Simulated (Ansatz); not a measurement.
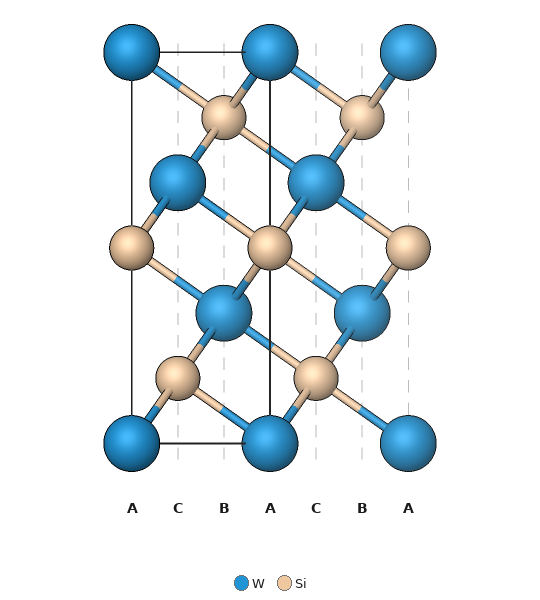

Projection along an edge of the hexagonal mesh, stacking direction [111] upwards. The dashed lines mark the three columns A (0, 0), B (1/3, 2/3) and C (2/3, 1/3). The box is the hexagonal cell of the face-centred cubic lattice. The sequence starts with the first layer at or above the cell's origin.

SiW. Coordinates: the end point of a relaxation with DFT, PBE, PAW with Ansatz's default frozen-core files, scalar-relativistic (Ansatz 0.2.0); the starting structure was generated, so it need not be a known form of this composition.

Question: List the layers of one repeat.

Answer: W(A) – Si(C) – W(B) – Si(A) – W(C) – Si(B) (six layers in 8.70 Å).

Question: How are the Si layers alone stacked?

Answer: Si layers alone: CAB, the cubic close-packed type.

Question: Which positions between or in the Si layers do the other atoms fill?

Answer: W: three octahedral sites (per hexagonal cell).
